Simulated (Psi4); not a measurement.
# BH2ClO (SMILES OBCl): BLYP/cc-pVTZ (density fitting)

Wanted: a short trajectory of BH2ClO. 

The calculation is run with Psi4 1.11.

**1. The system as given**

BH2ClO has 5 atoms, charge 0, and is taken as a singlet. As SMILES, `OBCl`. The coordinates come from a PBE0-D4/def2-TZVP relaxation. This is one conformer, not always the lowest. The run starts from this shape.

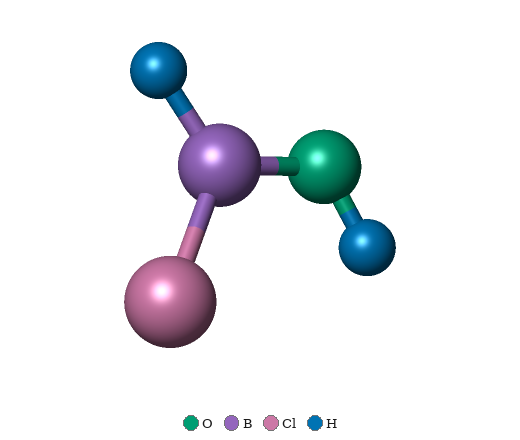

The structure, seen from a chosen angle (oxygen teal, boron purple, chlorine pink, hydrogen blue).

**2. A short trajectory at BLYP/cc-pVTZ (density fitting)**

run_ase.py reads:

```python
import numpy as np
from ase.calculators.psi4 import Psi4
from ase import Atoms
from ase import units
from ase.md.velocitydistribution import MaxwellBoltzmannDistribution, Stationary
from ase.md.verlet import VelocityVerlet

a = Atoms(['O', 'B', 'Cl', 'H', 'H'], positions=[
    [-0.863300, -0.618600, -0.002900],
    [0.379000, -0.137200, 0.137900],
    [0.788600, 1.496000, -0.395300],
    [-1.477700, 0.001200, -0.409700],
    [1.223300, -0.815100, 0.628600],
])
calc = Psi4(atoms=a, method='blyp', basis='cc-pVTZ', memory='1600MB', num_threads=1, charge=0, multiplicity=1, label='psi4-calc')
a.calc = calc

MaxwellBoltzmannDistribution(a, temperature_K=100.0, rng=np.random.default_rng(228))
Stationary(a)
dyn = VelocityVerlet(a, 1.0 * units.fs)
def show():
    ep, ek = a.get_potential_energy(), a.get_kinetic_energy()
    print(f'step {dyn.nsteps:3d}  Epot {ep:14.6f}  Ekin {ek:9.6f}  Etot {ep + ek:14.6f} eV  T {a.get_temperature():7.1f} K')
dyn.attach(show)
dyn.run(25)
```

Started as:

```console
$ python run_ase.py
```

Q: Predict the results. Wanted: potential energy of the last frame.

Answer, from the run:

Level: BLYP/cc-pVTZ (density fitting).

| quantity | value |
| --- | --- |
| potential energy of the last frame | -561.59714 Eh |
